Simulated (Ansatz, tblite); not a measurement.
# The cluster Ga₃Cl₆+: a ladder of methods and basis sets

Aim: run the singlet of the cluster Ga₃Cl₆+ at one geometry on many levels, and compare frontier levels, spin and run time.

Program: Ansatz 0.2.0, Gaussian basis. Level of theory: as each input shows. These are calculated values, not measurements.

Levels to be run: GFN1-xTB, GFN2-xTB, PBE-D4/def2-TZVP, r2SCAN-D4/def2-TZVP, ωB97M-V/def2-TZVP, ωB97X-V/def2-TZVP, PBE-D4/def2-SVP, PBE0-D4/def2-SVP, HF/6-31G, B3LYP-D4/6-31G, MP2/def2-SVP, RPA/def2-SVP.

2 further runs of the same task are left out: 1 that didn't finish, 1 set aside as unsound or not needed. Runs told in other sessions of the task aren't counted.

**1. The relaxed structure**

The geometry is that of the singlet, from an earlier relaxation (PBE-D4/def2-SVP). At that level it is the lowest of the isomers that a small search found.

9 atoms, charge 1, spin multiplicity 1.

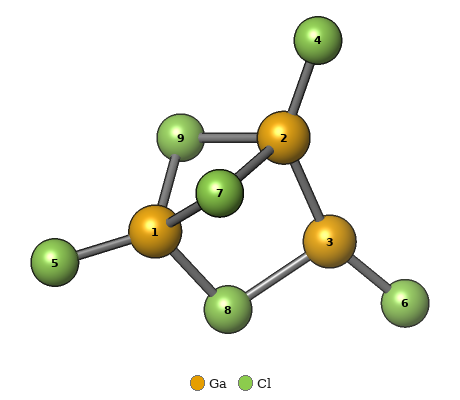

The structure; gallium amber, chlorine green; atoms are numbered from 1 in the order of the file.

The ion is computed in the gas phase, without counter-ions or solvent.

PBE0-D4/def2-TZVP was run before; its log isn't repeated, and its numbers join the tables.

**2. GFN1-xTB**

Tight binding, by tblite at 300 K electronic temperature and without a spin-polarisation term:

```python
tblite.interface.Calculator('GFN1-xTB', numbers, positions, charge=1, uhf=0).singlepoint()
```

Energy -802.4137 eV, HOMO -15.52 eV, LUMO -11.85 eV; 0.019 s.

**3. GFN2-xTB**

Tight binding, by tblite at 300 K electronic temperature and without a spin-polarisation term:

```python
tblite.interface.Calculator('GFN2-xTB', numbers, positions, charge=1, uhf=0).singlepoint()
```

Energy -841.8689 eV, HOMO -15.83 eV, LUMO -12.58 eV; 0.025 s.

**4. PBE-D4/def2-TZVP**

start.molden holds the orbitals of an earlier run on this state, given as this run's starting guess.

in.yaml

```yaml
crystal:
  periodic: [false, false, false]
  atoms:
    - {symbol: Ga, position_ang: [0.562338, 1.550549, 0.729474]}
    - {symbol: Ga, position_ang: [0.359466, -0.797447, -1.364249]}
    - {symbol: Ga, position_ang: [-1.247975, -1.531146, 0.345065]}
    - {symbol: Cl, position_ang: [1.105221, -1.480730, -3.217586]}
    - {symbol: Cl, position_ang: [1.191634, 3.353266, 1.607912]}
    - {symbol: Cl, position_ang: [-2.680221, -2.816808, 1.204108]}
    - {symbol: Cl, position_ang: [2.077692, -0.109076, 0.191661]}
    - {symbol: Cl, position_ang: [-1.006940, 0.319221, 1.891830]}
    - {symbol: Cl, position_ang: [-0.361226, 1.512162, -1.388215]}
basis:
  gaussian: {orbitals: def2-TZVP, initial_orbitals: start.molden}
total_charge: 1
hamiltonian: {xc: pbe, dispersion: d4}
scf: {omitted_lower_state_checks: [starts]}
output: {orbitals: {seedname: orbitals}}
```

Command:

```sh
ansatz run in.yaml --threads 4 --pin off --events-out ev --progress --plain --max-ram 6963MiB
```

The log of the run:

```text
Functional definition: PBE
  name "PBE"
  cite "Perdew, Burke & Ernzerhof, Phys. Rev. Lett. 77, 3865 (1996) doi:10.1103/PhysRevLett.77.3865"
  parent pbe
  parameter kappa = 0.804
  parameter beta = 0.06672455060314922
  exchange = pbe_x(kappa = kappa, mu = beta*pi^2/3)
  correlation = pbe_c(beta = beta)
these checks for a lower state are left out or cut short: starts
2640 factors; their error is unknown
mean field evaluation 1: about -232221.0014 eV, gradient 2.4e1 eV
mean field evaluation 2: about -232221.3428 eV, gradient 5.0e-1 eV
mean field evaluation 4: about -232221.3042 eV, gradient 6.3e-2 eV
mean field -232221.30421438 eV, -8533.9755246249 hartree, gradient 2.8e-5 eV, S^2 0.000000; 0 other end points of the search recorded, 0 dependent functions left out
reference -232221.30426721 eV, -8533.9755265666 hartree; 97, 97 occupied and 269, 269 virtual orbitals, 2640 factors
Total energy: -232221.95776785 eV, -8533.9995422721 hartree
Checks for a lower state left out: starts
```

Wall time 4.5 s (4 threads of Intel Xeon 6975P-C, shared host); peak memory 1.1 GiB.

Report: HOMO -11.77 eV, LUMO -7.79 eV.

**5. r2SCAN-D4/def2-TZVP**

Edit in.yaml of step 4 so:

```diff
@@ -15,3 +15,3 @@
 total_charge: 1
-hamiltonian: {xc: pbe, dispersion: d4}
+hamiltonian: {xc: r2scan, dispersion: d4}
 scf: {omitted_lower_state_checks: [starts]}
```

The command is unchanged.

The log of the run:

```text
Functional definition: r2SCAN
  name "r2SCAN"
  cite "Furness, Kaplan, Ning, Perdew & Sun, J. Phys. Chem. Lett. 11, 8208 (2020) doi:10.1021/acs.jpclett.0c02405"
  cite "Furness, Kaplan, Ning, Perdew & Sun, J. Phys. Chem. Lett. 11, 9248 (2020) doi:10.1021/acs.jpclett.0c03077"
  parent r2scan
  parameter k0 = 0.174
  parameter k1 = 0.065
  parameter a1 = 4.9479
  exchange = r2scan_x(k0 = k0, k1 = k1, a1 = a1)
  correlation = r2scan_c
these checks for a lower state are left out or cut short: starts
2640 factors; their error is unknown
mean field evaluation 1: about -232270.1435 eV, gradient 1.7e1 eV
mean field evaluation 2: about -232270.2419 eV, gradient 2.0e-1 eV
mean field evaluation 4: about -232270.1858 eV, gradient 4.5e-4 eV
mean field -232270.18582414 eV, -8535.7718906505 hartree, gradient 1.2e-5 eV, S^2 0.000000; 0 other end points of the search recorded, 0 dependent functions left out
reference -232270.18583783 eV, -8535.7718911537 hartree; 97, 97 occupied and 269, 269 virtual orbitals, 2640 factors
Total energy: -232270.33878453 eV, -8535.7775118413 hartree
Checks for a lower state left out: starts
```

Run time: 9 s. Hardware: 4 threads of Intel Xeon 6975P-C, shared host; peak memory 1.1 GiB.

From the report: HOMO -12.12 eV, LUMO -7.60 eV.

**6. ωB97M-V/def2-TZVP**

Edit in.yaml of step 5 so:

```diff
@@ -15,4 +15,4 @@
 total_charge: 1
-hamiltonian: {xc: r2scan, dispersion: d4}
+hamiltonian: {xc: {name: wB97M-V}}
 scf: {omitted_lower_state_checks: [starts]}
-output: {orbitals: {seedname: orbitals}}
+output: {forces: true, orbitals: {seedname: orbitals}}
```

Same command.

The log of the run (excerpt; [...] marks lines left out):

```text
Functional definition: wB97M-V
  name "wB97M-V"
  cite "Mardirossian & Head-Gordon, J. Chem. Phys. 144, 214110 (2016) doi:10.1063/1.4952647"
  cite "Becke, J. Chem. Phys. 107, 8554 (1997) doi:10.1063/1.475007"
  cite "Vydrov & Van Voorhis, J. Chem. Phys. 133, 244103 (2010) doi:10.1063/1.3521275"
  # Of w^i u^j: cxij and so on, Table III.
[...]
  gx(w, u) = 1 - cx + cx01*u + cx10*w
  gss(w, u) = css00 + css04*u^4 + css10*w + css20*w^2 + css43*w^4*u^3
  gos(w, u) = cos00 + cos10*w + (cos20 + cos21*u)*w^2 + (cos60 + cos61*u)*w^6
[...]
      + integral(e_c_pw_mod_opposite_spin*gos(b97_w_opposite, b97_u_opposite)) + vv10(b, c)
[...]
2787 factors; their error is unknown
471 factors; integrals over basis functions are off by at most 1.7e-5 eV
the host lacks memory for fits, so the integrals are decomposed
2263 factors; integrals over basis functions are off by at most 6.6e-4 eV
[...]
Total energy: -232264.05037347 eV, -8535.5464169971 hartree
Atom 0 at     0.562338     1.550549     0.729474 Å, force    -0.001812    -0.028123    -0.026991 eV/Å
Atom 1 at     0.359466    -0.797447    -1.364249 Å, force     0.171597     0.101077    -0.166634 eV/Å
Atom 2 at    -1.247975    -1.531146     0.345065 Å, force    -0.290108    -0.154477     0.288458 eV/Å
Atom 3 at     1.105221    -1.480730    -3.217586 Å, force    -0.187913     0.193439     0.490588 eV/Å
Atom 4 at     1.191634     3.353266     1.607912 Å, force    -0.152723    -0.447087    -0.222667 eV/Å
Atom 5 at    -2.680221    -2.816808     1.204108 Å, force     0.422490     0.385500    -0.245809 eV/Å
Atom 6 at     2.077692    -0.109076     0.191661 Å, force    -0.444731     0.209091    -0.107981 eV/Å
Atom 7 at    -1.006940     0.319221     1.891830 Å, force     0.224027    -0.005106    -0.358571 eV/Å
Atom 8 at    -0.361226     1.512162    -1.388215 Å, force     0.259174    -0.254314     0.349606 eV/Å
Dipole moment:    -0.167562    -0.216257     0.041968 e Å
Checks for a lower state left out: starts
```

Run time: 33 s. Hardware: 4 threads of Intel Xeon 6975P-C, shared host; peak memory 2.4 GiB.

From the report: HOMO -15.03 eV, LUMO -5.18 eV.

**7. ωB97X-V/def2-TZVP**

Edit in.yaml of step 6 so:

```diff
@@ -15,4 +15,4 @@
 total_charge: 1
-hamiltonian: {xc: {name: wB97M-V}}
+hamiltonian: {xc: {name: wB97X-V}}
 scf: {omitted_lower_state_checks: [starts]}
-output: {forces: true, orbitals: {seedname: orbitals}}
+output: {orbitals: {seedname: orbitals}}
```

Launched as before.

The log of the run (excerpt; [...] marks lines left out):

```text
Functional definition: wB97X-V
  name "wB97X-V"
  cite "Mardirossian & Head-Gordon, Phys. Chem. Chem. Phys. 16, 9904 (2014) doi:10.1039/C3CP54374A"
  cite "Becke, J. Chem. Phys. 107, 8554 (1997) doi:10.1063/1.475007"
  cite "Vydrov & Van Voorhis, J. Chem. Phys. 133, 244103 (2010) doi:10.1063/1.3521275"
[...]
      + integral(e_c_pw_opposite_spin*poly(b97_u_opposite, cos0, cos1)) + vv10(b, c)
[...]
2787 factors; their error is unknown
471 factors; integrals over basis functions are off by at most 1.7e-5 eV
the host lacks memory for fits, so the integrals are decomposed
2263 factors; integrals over basis functions are off by at most 6.6e-4 eV
471 factors; integrals over basis functions are off by at most 1.7e-5 eV
[...]
mean field -232250.04575414 eV, -8535.0317567293 hartree, gradient 6.0e-5 eV, S^2 0.000000; 0 other end points of the search recorded, 0 dependent functions left out
reference -232250.04575172 eV, -8535.0317566404 hartree; 97, 97 occupied and 269, 269 virtual orbitals, 2263 factors
Total energy: -232250.04575172 eV, -8535.0317566404 hartree
Checks for a lower state left out: starts
```

Run time: 26 s. Hardware: 4 threads of Intel Xeon 6975P-C, shared host; peak memory 2.4 GiB.

HOMO -15.22 eV, LUMO -5.05 eV.

**8. PBE-D4/def2-SVP**

Edit in.yaml of step 7 so:

```diff
@@ -13,5 +13,5 @@
 basis:
-  gaussian: {orbitals: def2-TZVP, initial_orbitals: start.molden}
+  gaussian: {orbitals: def2-SVP, initial_orbitals: start.molden}
 total_charge: 1
-hamiltonian: {xc: {name: wB97X-V}}
+hamiltonian: {xc: pbe, dispersion: d4}
 scf: {omitted_lower_state_checks: [starts]}
```

Same command.

The log of the run:

```text
Functional definition: PBE
  name "PBE"
  cite "Perdew, Burke & Ernzerhof, Phys. Rev. Lett. 77, 3865 (1996) doi:10.1103/PhysRevLett.77.3865"
  parent pbe
  parameter kappa = 0.804
  parameter beta = 0.06672455060314922
  exchange = pbe_x(kappa = kappa, mu = beta*pi^2/3)
  correlation = pbe_c(beta = beta)
these checks for a lower state are left out or cut short: starts
2235 factors; their error is unknown
mean field evaluation 1: about -232174.9494 eV, gradient 1.6e1 eV
mean field evaluation 2: about -232175.3979 eV, gradient 4.1e-1 eV
mean field evaluation 4: about -232175.2659 eV, gradient 4.6e-2 eV
mean field -232175.26592714 eV, -8532.2836487748 hartree, gradient 2.7e-5 eV, S^2 0.000000; 0 other end points of the search recorded, 0 dependent functions left out
reference -232175.26597694 eV, -8532.2836506051 hartree; 97, 97 occupied and 107, 107 virtual orbitals, 2235 factors
Total energy: -232175.91947758 eV, -8532.3076663106 hartree
Checks for a lower state left out: starts
```

It took 1.9 s on 4 threads of Intel Xeon 6975P-C, shared host.

From the report: HOMO -11.80 eV, LUMO -7.84 eV.

**9. PBE0-D4/def2-SVP**

Edit in.yaml of step 8 so:

```diff
@@ -15,3 +15,3 @@
 total_charge: 1
-hamiltonian: {xc: pbe, dispersion: d4}
+hamiltonian: {xc: pbe0, dispersion: d4}
 scf: {omitted_lower_state_checks: [starts]}
```

The command is unchanged.

The log of the run:

```text
Functional definition: PBE0
  name "PBE0"
  cite "Adamo & Barone, J. Chem. Phys. 110, 6158 (1999) doi:10.1063/1.478522"
  cite "Perdew, Burke & Ernzerhof, Phys. Rev. Lett. 77, 3865 (1996) doi:10.1103/PhysRevLett.77.3865"
  parent pbe
  parameter a = 0.25
  parameter kappa = 0.804
  parameter beta = 0.06672455060314922
  exchange = (1 - a)*pbe_x(kappa = kappa, mu = beta*pi^2/3) + a*exact_x
  correlation = pbe_c(beta = beta)
these checks for a lower state are left out or cut short: starts
1905 factors; integrals over basis functions are off by at most 4.5e-4 eV
mean field evaluation 1: about -232184.3856 eV, gradient 9.7e0 eV
mean field evaluation 2: about -232184.6072 eV, gradient 1.6e-1 eV
mean field evaluation 4: about -232184.6782 eV, gradient 3.4e-4 eV
mean field -232184.67823084 eV, -8532.6295445559 hartree, gradient 2.1e-5 eV, S^2 0.000000; 0 other end points of the search recorded, 0 dependent functions left out
reference -232184.67826784 eV, -8532.6295459156 hartree; 97, 97 occupied and 107, 107 virtual orbitals, 1905 factors
Total energy: -232185.25500651 eV, -8532.6507406707 hartree
Checks for a lower state left out: starts
```

It took 4.5 s on 4 threads of Intel Xeon 6975P-C, shared host; peak memory 0.84 GiB.

Report: HOMO -13.10 eV, LUMO -7.04 eV.

**10. HF/6-31G**

Edit in.yaml of step 9 so:

```diff
@@ -13,5 +13,5 @@
 basis:
-  gaussian: {orbitals: def2-SVP, initial_orbitals: start.molden}
+  gaussian: {orbitals: 6-31G}
 total_charge: 1
-hamiltonian: {xc: pbe0, dispersion: d4}
+hamiltonian: {xc: hf}
 scf: {omitted_lower_state_checks: [starts]}
```

Same command.

The log of the run:

```text
Functional definition: HF
  name "HF"
  cite "Fock, Z. Phys. 61, 126 (1930) doi:10.1007/BF01340294"
  parent pbe
  exchange = exact_x
  correlation = 0
these checks for a lower state are left out or cut short: starts
1602 factors; integrals over basis functions are off by at most 1.4e-4 eV
mean field evaluation 1: about -231990.1026 eV, gradient 3.3e1 eV
mean field evaluation 2: about -231990.2432 eV, gradient 3.3e1 eV
mean field evaluation 4: about -231994.5231 eV, gradient 3.2e0 eV
mean field evaluation 8: about -231994.5718 eV, gradient 2.5e-4 eV
mean field -231994.57176840 eV, -8525.6432609199 hartree, gradient 1.8e-5 eV, S^2 0.000000; 0 other end points of the search recorded, 0 dependent functions left out
reference -231994.57176840 eV, -8525.6432609199 hartree; 97, 97 occupied and 68, 68 virtual orbitals, 1602 factors
Total energy: -231994.57176840 eV, -8525.6432609199 hartree
Checks for a lower state left out: starts
```

It took 2.3 s on 4 threads of Intel Xeon 6975P-C, shared host; peak memory 0.74 GiB.

HOMO -16.39 eV, LUMO -4.92 eV.

**11. B3LYP-D4/6-31G**

Edit in.yaml of step 10 so:

```diff
@@ -15,3 +15,3 @@
 total_charge: 1
-hamiltonian: {xc: hf}
+hamiltonian: {xc: {name: B3LYP}, dispersion: d4}
 scf: {omitted_lower_state_checks: [starts]}
```

The command is unchanged.

The log of the run (excerpt; [...] marks lines left out):

```text
Functional definition: B3LYP
  name "B3LYP"
  cite "Stephens, Devlin, Chabalowski & Frisch, J. Phys. Chem. 98, 11623 (1994) doi:10.1021/j100096a001"
  cite "Becke, Phys. Rev. A 38, 3098 (1988) doi:10.1103/PhysRevA.38.3098"
  cite "Lee, Yang & Parr, Phys. Rev. B 37, 785 (1988) doi:10.1103/PhysRevB.37.785"
  cite "Vosko, Wilk & Nusair, Can. J. Phys. 58, 1200 (1980) doi:10.1139/p80-159"
[...]
1602 factors; integrals over basis functions are off by at most 1.4e-4 eV
[...]
mean field -232244.64712306 eV, -8534.8333606965 hartree, gradient 6.5e-5 eV, S^2 0.000000; 0 other end points of the search recorded, 0 dependent functions left out
reference -232244.64749626 eV, -8534.8333744113 hartree; 97, 97 occupied and 68, 68 virtual orbitals, 1602 factors
Total energy: -232245.72522171 eV, -8534.8729800913 hartree
Checks for a lower state left out: starts
```

Wall time 3.5 s (4 threads of Intel Xeon 6975P-C, shared host); peak memory 0.79 GiB.

Report: HOMO -13.20 eV, LUMO -7.91 eV.

**12. MP2/def2-SVP**

Edit in.yaml of step 11 so:

```diff
@@ -13,5 +13,5 @@
 basis:
-  gaussian: {orbitals: 6-31G}
+  gaussian: {orbitals: def2-SVP, initial_orbitals: start.molden}
 total_charge: 1
-hamiltonian: {xc: {name: B3LYP}, dispersion: d4}
+correlation: {method: mp2}
 scf: {omitted_lower_state_checks: [starts]}
```

Launched as before.

The log of the run:

```text
Functional definition: HF
  name "HF"
  cite "Fock, Z. Phys. 61, 126 (1930) doi:10.1007/BF01340294"
  parent pbe
  exchange = exact_x
  correlation = 0
these checks for a lower state are left out or cut short: starts
1905 factors; integrals over basis functions are off by at most 4.5e-4 eV
mean field evaluation 1: about -231982.5845 eV, gradient 3.6e1 eV
mean field evaluation 2: about -231984.7018 eV, gradient 1.9e0 eV
mean field evaluation 4: about -231984.9972 eV, gradient 1.9e0 eV
mean field evaluation 8: about -231985.0073 eV, gradient 1.3e-3 eV
mean field -231985.00729203 eV, -8525.2917728965 hartree, gradient 2.0e-6 eV, S^2 0.000000; 0 other end points of the search recorded, 0 dependent functions left out
57 core orbitals not correlated: weight in the atoms' cores, before any rotation towards them, 1.000 or more for the frozen orbitals, at most 0.000 for the correlated occupied ones
reference -231985.00729203 eV, -8525.2917728965 hartree; 40, 40 occupied and 107, 107 virtual orbitals, 1905 factors
second order -38.19403509 eV of doubles, -0.00000000 eV of singles
Total energy: -232023.20132712 eV, -8526.6953777973 hartree
Checks for a lower state left out: starts
```

Run time: 4.8 s. Hardware: 4 threads of Intel Xeon 6975P-C, shared host; peak memory 0.86 GiB.

Hartree-Fock HOMO -15.82 eV, LUMO -4.13 eV.

**13. RPA/def2-SVP**

Edit in.yaml of step 12 so:

```diff
@@ -15,4 +15,4 @@
 total_charge: 1
-correlation: {method: mp2}
+hamiltonian: {xc: pbe}
+correlation: {method: rpa}
 scf: {omitted_lower_state_checks: [starts]}
-output: {orbitals: {seedname: orbitals}}
```

Launched as before.

The log of the run (excerpt; [...] marks lines left out):

```text
Functional definition: PBE
  name "PBE"
  cite "Perdew, Burke & Ernzerhof, Phys. Rev. Lett. 77, 3865 (1996) doi:10.1103/PhysRevLett.77.3865"
  parent pbe
[...]
1905 factors; integrals over basis functions are off by at most 4.5e-4 eV
[...]
mean field -232175.26588952 eV, -8532.2836473922 hartree, gradient 4.1e-6 eV, S^2 0.000000; 0 other end points of the search recorded, 0 dependent functions left out
57 core orbitals not correlated: weight in the atoms' cores, before any rotation towards them, 1.000 or more for the frozen orbitals, at most 0.000 for the correlated occupied ones
reference -231981.38908418 eV, -8525.1588062104 hartree; 40, 40 occupied and 107, 107 virtual orbitals, 1905 factors
Total energy: -232039.18878453 eV, -8527.2829060203 hartree
Checks for a lower state left out: starts
```

Run time: 4.9 s. Hardware: 4 threads of Intel Xeon 6975P-C, shared host.

**14. Levels side by side**

```
              level  functions  HOMO (eV)  LUMO (eV)  gap (eV)   time
           HF/6-31G        165     -16.39      -4.92     11.47  2.3 s
    PBE-D4/def2-SVP        204     -11.80      -7.84      3.96  1.9 s
   PBE-D4/def2-TZVP        366     -11.77      -7.79      3.98  4.5 s
r2SCAN-D4/def2-TZVP        366     -12.12      -7.60      4.51    9 s
     B3LYP-D4/6-31G        165     -13.20      -7.91      5.29  3.5 s
   PBE0-D4/def2-SVP        204     -13.10      -7.04      6.07  4.5 s
  PBE0-D4/def2-TZVP        366     -13.01      -6.95      6.06   19 s
  ωB97X-V/def2-TZVP        366     -15.22      -5.05     10.17   26 s
  ωB97M-V/def2-TZVP        366     -15.03      -5.18      9.85   33 s
```

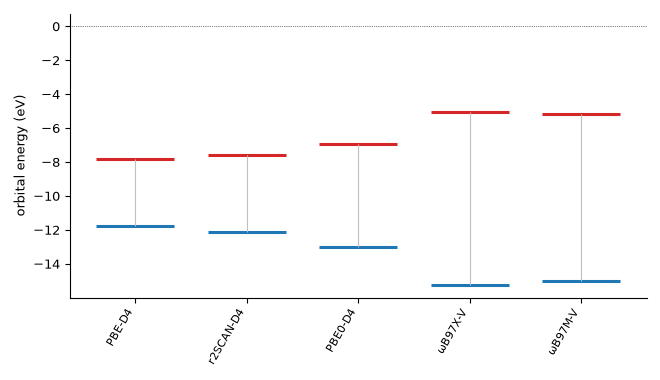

Highest filled (blue) and lowest empty (red) level in def2-TZVP.

The pieces so far (eV):

```
   basis            HF  MP2 correlation               total
def2-SVP  -231985.0073         -38.1940  -232023.2013 (MP2)
```

**15. What came out**

| quantity | value |
| --- | --- |
| gap in def2-TZVP, named functionals, smallest and largest | 3.98 eV (PBE-D4), 10.17 eV (ωB97X-V) |
| correlation energy, MP2/def2-SVP | -38.19 eV |
| PBE0 total energy, smallest basis above largest | 45.78 eV (def2-SVP, def2-TZVP) |

Over the named functionals in def2-TZVP the gap runs from 3.98 eV (PBE-D4) to 10.17 eV (ωB97X-V); exact exchange widens it.

The slowest run with a step of its own, ωB97M-V/def2-TZVP, took 33 s; the quickest functional in def2-TZVP took 4.5 s (shared host).
